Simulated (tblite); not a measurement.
**Geometry relaxation, with input and output: C$_{3}$H$_{6}$NSSi (part 4 of 4)**

C$_{3}$H$_{6}$NSSi, multiplicity 2; GFN2-xTB geometry optimisation, gas phase (tblite 0.8.0). It belongs to a series of runs on one base structure; here: H removed from sp2 C.

Geometry of the input (Å):
```
N  -2.7158  -0.1281  -0.1828
C  -1.4894  -0.1858  0.2203
C  -0.8674  -1.5223  0.1696
C  0.3644  -1.7589  0.5328
S  1.5431  -0.6502  1.1824
Si 2.0446  0.9985  -0.0668
H  -3.1919  0.8120  -0.1547
H  -0.9546  0.6886  0.5932
H  -1.4549  -2.3755  -0.2077
H  2.5081  0.4952  -1.3797
H  3.2487  1.6441  0.5306
H  0.9662  1.9816  -0.2042
```

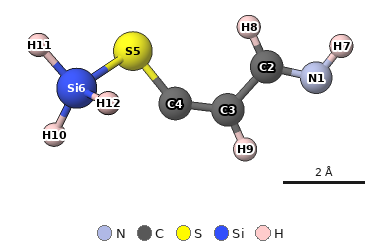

The geometry at step 128 of the log (ball-and-stick view, seen at an oblique angle; atoms are numbered from 1 in the order of the input).

**Trajectory as extended XYZ, continued**
```
12
Properties=species:S:1:pos:R:3:forces:R:3 step=110 energy=-469.82243
N    -3.2332   -0.4948    0.1061   -0.0150  -0.0030   0.0000
C    -2.0445   -0.3286    0.4871   -0.0150   0.0070   0.0030
C    -0.9551   -0.9588   -0.2454   -0.0140  -0.0250  -0.0080
C     0.3205   -0.7417   -0.0072    0.0130  -0.0050   0.0160
S     1.2080    0.0499    1.1788    0.0050   0.0050   0.0030
Si    2.7142    0.8523   -0.1829    0.0000  -0.0090  -0.0050
H    -3.9471   -0.0271    0.6582    0.0030  -0.0100  -0.0030
H    -1.7194    0.2743    1.3457    0.0010   0.0130   0.0000
H    -1.2621   -1.5998   -1.0612    0.0110   0.0170   0.0030
H     3.4255   -0.2973   -0.7199    0.0140  -0.0150  -0.0090
H     3.5153    1.6991    0.6862   -0.0080  -0.0030  -0.0020
H     1.9791    1.5718   -1.2126    0.0050   0.0270   0.0020
12
Properties=species:S:1:pos:R:3:forces:R:3 step=113 energy=-469.82283
N    -3.2352   -0.5100    0.1142   -0.0320   0.0170   0.0060
C    -2.0459   -0.3216    0.4827    0.0110  -0.0050   0.0080
C    -0.9546   -0.9498   -0.2493    0.0160   0.0010   0.0130
C     0.3213   -0.7398   -0.0036   -0.0170  -0.0030   0.0020
S     1.2106    0.0475    1.1839    0.0020   0.0020  -0.0050
Si    2.7149    0.8467   -0.1825    0.0100  -0.0030  -0.0040
H    -3.9499   -0.0435    0.6669    0.0050  -0.0180  -0.0130
H    -1.7223    0.2961    1.3316    0.0000   0.0040  -0.0070
H    -1.2595   -1.5860   -1.0690    0.0040  -0.0020   0.0020
H     3.4270   -0.3039   -0.7196   -0.0040   0.0060  -0.0020
H     3.5166    1.6938    0.6872   -0.0120  -0.0110  -0.0130
H     1.9781    1.5700   -1.2096    0.0160   0.0110   0.0130
12
Properties=species:S:1:pos:R:3:forces:R:3 step=115 energy=-469.82302
N    -3.2308   -0.5037    0.1080   -0.0080  -0.0010  -0.0060
C    -2.0424   -0.3190    0.4811    0.0100  -0.0050   0.0040
C    -0.9506   -0.9578   -0.2412    0.0090   0.0150   0.0070
C     0.3253   -0.7529    0.0079   -0.0120  -0.0020   0.0000
S     1.2170    0.0369    1.1916    0.0070   0.0010  -0.0060
Si    2.7077    0.8461   -0.1839    0.0080   0.0030   0.0060
H    -3.9466   -0.0313    0.6532   -0.0060  -0.0020   0.0000
H    -1.7190    0.3042    1.3260   -0.0040   0.0020   0.0000
H    -1.2540   -1.5946   -1.0607   -0.0050  -0.0150   0.0000
H     3.4188   -0.2960   -0.7389   -0.0060  -0.0040  -0.0020
H     3.5141    1.6876    0.6858   -0.0020  -0.0040  -0.0040
H     1.9616    1.5799   -1.1961    0.0090   0.0110   0.0030
12
Properties=species:S:1:pos:R:3:forces:R:3 step=117 energy=-469.82309
N    -3.2283   -0.4976    0.1038    0.0130  -0.0110  -0.0060
C    -2.0399   -0.3195    0.4809   -0.0100   0.0060  -0.0030
C    -0.9490   -0.9644   -0.2369   -0.0030  -0.0010  -0.0030
C     0.3268   -0.7603    0.0119    0.0020  -0.0030   0.0010
S     1.2187    0.0326    1.1932    0.0100   0.0020  -0.0040
Si    2.7042    0.8474   -0.1843    0.0040   0.0030   0.0040
H    -3.9433   -0.0203    0.6452   -0.0100   0.0040   0.0060
H    -1.7155    0.3049    1.3244   -0.0060   0.0010   0.0040
H    -1.2524   -1.6055   -1.0532   -0.0050  -0.0080   0.0010
H     3.4139   -0.2905   -0.7494   -0.0060  -0.0070   0.0000
H     3.5116    1.6856    0.6867    0.0060   0.0000   0.0010
H     1.9544    1.5869   -1.1893    0.0050   0.0130  -0.0020
12
Properties=species:S:1:pos:R:3:forces:R:3 step=119 energy=-469.82318
N    -3.2275   -0.4954    0.1026    0.0160  -0.0070   0.0020
C    -2.0387   -0.3199    0.4802   -0.0180   0.0140  -0.0070
C    -0.9490   -0.9690   -0.2351   -0.0020  -0.0210  -0.0060
C     0.3270   -0.7654    0.0130    0.0070  -0.0010   0.0010
S     1.2188    0.0324    1.1912    0.0040  -0.0020   0.0000
Si    2.7036    0.8489   -0.1849   -0.0010   0.0040  -0.0050
H    -3.9409   -0.0137    0.6424   -0.0090   0.0000   0.0030
H    -1.7131    0.3064    1.3219   -0.0080   0.0000   0.0030
H    -1.2531   -1.6159   -1.0469   -0.0030   0.0040   0.0050
H     3.4110   -0.2880   -0.7555   -0.0070   0.0010   0.0030
H     3.5090    1.6845    0.6902    0.0140   0.0000   0.0020
H     1.9542    1.5945   -1.1862    0.0080   0.0080  -0.0010
12
Properties=species:S:1:pos:R:3:forces:R:3 step=121 energy=-469.82330
N    -3.2292   -0.4984    0.1053    0.0050   0.0080   0.0110
C    -2.0398   -0.3195    0.4792   -0.0030   0.0020  -0.0030
C    -0.9508   -0.9719   -0.2349    0.0040  -0.0140   0.0000
C     0.3257   -0.7683    0.0118   -0.0010   0.0060   0.0000
S     1.2181    0.0355    1.1859   -0.0110  -0.0110   0.0020
Si    2.7063    0.8508   -0.1863   -0.0030   0.0070  -0.0090
H    -3.9414   -0.0140    0.6451   -0.0030  -0.0100  -0.0070
H    -1.7128    0.3098    1.3184   -0.0100   0.0000  -0.0050
H    -1.2562   -1.6222   -1.0437   -0.0010   0.0060   0.0090
H     3.4110   -0.2889   -0.7555   -0.0060   0.0110   0.0020
H     3.5078    1.6837    0.6951    0.0180  -0.0040  -0.0030
H     1.9625    1.6028   -1.1876    0.0120  -0.0010   0.0020
12
Properties=species:S:1:pos:R:3:forces:R:3 step=123 energy=-469.82340
N    -3.2306   -0.5017    0.1086   -0.0010   0.0080   0.0050
C    -2.0407   -0.3188    0.4784    0.0090  -0.0110   0.0030
C    -0.9521   -0.9750   -0.2342   -0.0010   0.0110   0.0040
C     0.3248   -0.7707    0.0103   -0.0070   0.0070   0.0000
S     1.2174    0.0361    1.1825   -0.0140  -0.0070   0.0010
Si    2.7077    0.8529   -0.1870   -0.0030   0.0060   0.0020
H    -3.9428   -0.0158    0.6473    0.0030  -0.0100  -0.0080
H    -1.7131    0.3148    1.3142   -0.0060   0.0000  -0.0080
H    -1.2589   -1.6254   -1.0421   -0.0010  -0.0030   0.0090
H     3.4108   -0.2888   -0.7535   -0.0030   0.0090  -0.0050
H     3.5095    1.6827    0.6974    0.0150  -0.0060  -0.0050
H     1.9689    1.6090   -1.1889    0.0090  -0.0050   0.0030
12
Properties=species:S:1:pos:R:3:forces:R:3 step=126 energy=-469.82353
N    -3.2291   -0.5020    0.1092   -0.0060  -0.0080  -0.0070
C    -2.0388   -0.3175    0.4768   -0.0040   0.0000   0.0000
C    -0.9521   -0.9815   -0.2308   -0.0070   0.0070   0.0020
C     0.3253   -0.7783    0.0114    0.0000   0.0030   0.0000
S     1.2176    0.0301    1.1823    0.0050   0.0140   0.0000
Si    2.7053    0.8560   -0.1861   -0.0020  -0.0030   0.0070
H    -3.9414   -0.0115    0.6430    0.0020  -0.0020  -0.0020
H    -1.7115    0.3253    1.3055    0.0060  -0.0030   0.0000
H    -1.2608   -1.6375   -1.0334   -0.0020  -0.0020   0.0050
H     3.4057   -0.2829   -0.7609   -0.0010   0.0040  -0.0080
H     3.5129    1.6794    0.6990    0.0090  -0.0060   0.0000
H     1.9680    1.6196   -1.1832    0.0020  -0.0040   0.0030
12
Properties=species:S:1:pos:R:3:forces:R:3 step=128 energy=-469.82362
N    -3.2290   -0.5033    0.1082   -0.0100  -0.0050  -0.0010
C    -2.0393   -0.3170    0.4767   -0.0140   0.0060  -0.0060
C    -0.9525   -0.9814   -0.2295    0.0020  -0.0140   0.0040
C     0.3250   -0.7793    0.0129    0.0030   0.0040  -0.0010
S     1.2183    0.0293    1.1827    0.0090   0.0180  -0.0020
Si    2.7057    0.8563   -0.1856    0.0010  -0.0070  -0.0030
H    -3.9419   -0.0117    0.6403    0.0000  -0.0040  -0.0030
H    -1.7136    0.3284    1.3038    0.0080  -0.0040   0.0020
H    -1.2613   -1.6418   -1.0287   -0.0010   0.0080   0.0030
H     3.4037   -0.2809   -0.7674   -0.0050   0.0070  -0.0010
H     3.5163    1.6763    0.6998    0.0080  -0.0070   0.0030
H     1.9698    1.6242   -1.1805   -0.0020  -0.0030   0.0060
12
Properties=species:S:1:pos:R:3:forces:R:3 step=130 energy=-469.82388
N    -3.2343   -0.5126    0.1087   -0.0130   0.0160   0.0150
C    -2.0460   -0.3176    0.4778   -0.0080   0.0000  -0.0110
C    -0.9556   -0.9761   -0.2283    0.0150  -0.0320   0.0090
C     0.3214   -0.7711    0.0146    0.0010   0.0100  -0.0030
S     1.2176    0.0395    1.1807    0.0040   0.0150  -0.0110
Si    2.7126    0.8561   -0.1856    0.0140  -0.0120  -0.0160
H    -3.9496   -0.0238    0.6408   -0.0010  -0.0130  -0.0090
H    -1.7243    0.3295    1.3052    0.0040  -0.0040  -0.0060
H    -1.2615   -1.6408   -1.0255    0.0010   0.0190   0.0070
H     3.4023   -0.2827   -0.7753   -0.0100   0.0070   0.0120
H     3.5306    1.6664    0.7018    0.0050  -0.0090   0.0050
H     1.9882    1.6324   -1.1820   -0.0120   0.0020   0.0090
12
Properties=species:S:1:pos:R:3:forces:R:3 step=132 energy=-469.82422
N    -3.2448   -0.5287    0.1137   -0.0020   0.0260   0.0190
C    -2.0573   -0.3207    0.4787    0.0190  -0.0150  -0.0020
C    -0.9606   -0.9695   -0.2279    0.0120  -0.0060   0.0060
C     0.3148   -0.7529    0.0141   -0.0030   0.0110  -0.0080
S     1.2124    0.0632    1.1749   -0.0070   0.0040  -0.0190
Si    2.7247    0.8560   -0.1868    0.0250  -0.0120  -0.0070
H    -3.9622   -0.0460    0.6486   -0.0040  -0.0170  -0.0140
H    -1.7389    0.3291    1.3059   -0.0070  -0.0060  -0.0160
H    -1.2602   -1.6339   -1.0281    0.0010   0.0150   0.0200
H     3.3987   -0.2913   -0.7774   -0.0070  -0.0050   0.0150
H     3.5533    1.6505    0.7055   -0.0020  -0.0100   0.0010
H     2.0213    1.6437   -1.1884   -0.0260   0.0130   0.0050
12
Properties=species:S:1:pos:R:3:forces:R:3 step=134 energy=-469.82448
N    -3.2494   -0.5378    0.1177    0.0130   0.0030   0.0030
C    -2.0614   -0.3230    0.4770    0.0260  -0.0070   0.0090
C    -0.9619   -0.9704   -0.2267   -0.0030   0.0230  -0.0040
C     0.3118   -0.7431    0.0140    0.0100   0.0040  -0.0130
S     1.2066    0.0799    1.1713   -0.0070   0.0020  -0.0120
Si    2.7303    0.8569   -0.1875    0.0120  -0.0100   0.0070
H    -3.9666   -0.0566    0.6532   -0.0130  -0.0040  -0.0090
H    -1.7434    0.3340    1.2988   -0.0090  -0.0100  -0.0120
H    -1.2565   -1.6356   -1.0277   -0.0050   0.0020   0.0240
H     3.3866   -0.2983   -0.7801    0.0030  -0.0160   0.0070
H     3.5682    1.6366    0.7091    0.0000  -0.0070  -0.0010
H     2.0370    1.6566   -1.1861   -0.0270   0.0190  -0.0020
12
Properties=species:S:1:pos:R:3:forces:R:3 step=136 energy=-469.82491
N    -3.2511   -0.5505    0.1189    0.0280  -0.0250  -0.0090
C    -2.0639   -0.3235    0.4735   -0.0090   0.0180   0.0090
C    -0.9607   -0.9709   -0.2227   -0.0080   0.0240  -0.0060
C     0.3107   -0.7327    0.0178    0.0370  -0.0010  -0.0150
S     1.2004    0.1004    1.1705    0.0040   0.0060   0.0000
Si    2.7360    0.8576   -0.1874   -0.0250  -0.0040   0.0010
H    -3.9713   -0.0700    0.6502   -0.0210   0.0120  -0.0010
H    -1.7507    0.3489    1.2844   -0.0010  -0.0150   0.0010
H    -1.2489   -1.6452   -1.0179   -0.0130  -0.0060   0.0150
H     3.3560   -0.3082   -0.7969    0.0130  -0.0160   0.0040
H     3.5955    1.6092    0.7121    0.0050  -0.0050   0.0000
H     2.0492    1.6841   -1.1698   -0.0100   0.0140   0.0010
12
Properties=species:S:1:pos:R:3:forces:R:3 step=139 energy=-469.82549
N    -3.2490   -0.5648    0.1097   -0.0260  -0.0100  -0.0090
C    -2.0685   -0.3212    0.4746   -0.0070   0.0060  -0.0060
C    -0.9563   -0.9602   -0.2146    0.0140  -0.0080   0.0080
C     0.3137   -0.7166    0.0276    0.0170   0.0050  -0.0040
S     1.2015    0.1225    1.1771    0.0060   0.0010   0.0020
Si    2.7409    0.8551   -0.1895   -0.0330   0.0100  -0.0210
H    -3.9832   -0.0921    0.6296    0.0030   0.0020   0.0000
H    -1.7707    0.3553    1.2866    0.0130   0.0010   0.0080
H    -1.2393   -1.6453   -1.0026   -0.0090   0.0050   0.0020
H     3.3165   -0.3208   -0.8240    0.0050  -0.0030   0.0060
H     3.6376    1.5696    0.7039    0.0020  -0.0040   0.0030
H     2.0582    1.7179   -1.1455    0.0130  -0.0060   0.0110
12
Properties=species:S:1:pos:R:3:forces:R:3 step=141 energy=-469.82560
N    -3.2487   -0.5657    0.1088    0.0000   0.0070  -0.0030
C    -2.0686   -0.3212    0.4750    0.0030  -0.0110   0.0010
C    -0.9552   -0.9598   -0.2136    0.0100   0.0000   0.0000
C     0.3151   -0.7160    0.0280   -0.0070   0.0050   0.0010
S     1.2016    0.1241    1.1784    0.0000  -0.0030  -0.0020
Si    2.7382    0.8555   -0.1907   -0.0010   0.0040  -0.0070
H    -3.9835   -0.0929    0.6276    0.0000  -0.0010   0.0040
H    -1.7701    0.3525    1.2897   -0.0020   0.0000  -0.0060
H    -1.2394   -1.6426   -1.0033    0.0000   0.0030   0.0060
H     3.3137   -0.3220   -0.8231   -0.0010   0.0020   0.0040
H     3.6386    1.5667    0.7023   -0.0030  -0.0040  -0.0010
H     2.0597    1.7209   -1.1464    0.0030  -0.0030   0.0050
12
Properties=species:S:1:pos:R:3:forces:R:3 step=143 energy=-469.82562
N    -3.2482   -0.5633    0.1077   -0.0030  -0.0010  -0.0040
C    -2.0677   -0.3225    0.4750    0.0030  -0.0020   0.0010
C    -0.9545   -0.9617   -0.2131    0.0010   0.0010  -0.0010
C     0.3155   -0.7166    0.0280   -0.0020   0.0010  -0.0010
S     1.2012    0.1239    1.1784    0.0000  -0.0010   0.0020
Si    2.7369    0.8561   -0.1912    0.0000   0.0010   0.0000
H    -3.9819   -0.0896    0.6273    0.0000   0.0000   0.0010
H    -1.7687    0.3507    1.2896    0.0010   0.0020   0.0020
H    -1.2389   -1.6445   -1.0025    0.0000  -0.0010   0.0010
H     3.3124   -0.3215   -0.8226    0.0000  -0.0010   0.0000
H     3.6370    1.5668    0.7023    0.0000  -0.0010   0.0000
H     2.0581    1.7216   -1.1459    0.0000   0.0000  -0.0010
```

**Results in brief**

```json
{"quantity": "outcome", "value": "converged"}
{"quantity": "total energy", "value": "−469.8256 eV"}
{"quantity": "hardware", "value": "1 CPU thread, shared host"}
{"quantity": "wall time", "value": "0.67 s"}
{"quantity": "peak memory", "value": "0.18 GiB"}
```
